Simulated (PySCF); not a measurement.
```tsv
atom	x (Å)	y (Å)	z (Å)
C	3.4607	2.2942	0.0844
O	2.2677	1.6683	0.4714
C	1.2579	1.7478	-0.5072
C	-0.0080	1.0783	0.0214
C	0.2262	-0.3697	0.3619
C	0.9909	-1.4302	-0.4589
C	0.5136	-2.1704	0.8010
C	-0.8388	-1.4569	0.6244
C	0.9785	-0.9345	1.5788
F	0.4173	-0.7298	2.8147
H	3.3134	3.3691	-0.0822
H	3.8646	1.8513	-0.8357
H	4.1683	2.1479	0.8980
H	1.0485	2.8020	-0.7500
H	1.5909	1.2469	-1.4311
H	-0.7880	1.1542	-0.7395
H	-0.3414	1.5993	0.9208
H	0.5338	-1.7353	-1.3965
H	2.0641	-1.2882	-0.5684
H	0.6808	-3.2087	1.0607
H	-1.4480	-1.3363	1.5155
H	-1.4414	-1.7607	-0.2284
H	2.0437	-0.7285	1.6747
```

Geometry: GFN2-xTB.

Level of theory: PBE0/pcSseg-1, SCF density, gas phase, non-relativistic (PySCF 2.14.0).

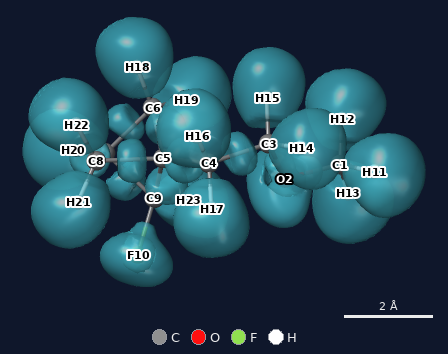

C₈H₁₃FO. Isosurface of the electron localisation function at 0.75 (cyan), seen from one side. Only the valence region is drawn (cores and ρ < 0.01 e/Å³ removed).

Where are the electrons localised?

Answer. At this value the surface marks out eight regions between bonded C–C atoms (shared pairs), 13 regions around hydrogen nuclei, one region on F in which the atom's valence shell and bonds are merged and one region on O in which the atom's valence shell and bonds are merged.

Values along the shortest contacts:
C–F (1.37 Å): the ELF peaks at about 0.85 between the atoms (a polar covalent bond). C–O (1.40 Å): the ELF peaks at about 0.90 between the atoms, as expected for a shared but strongly polarised pair.
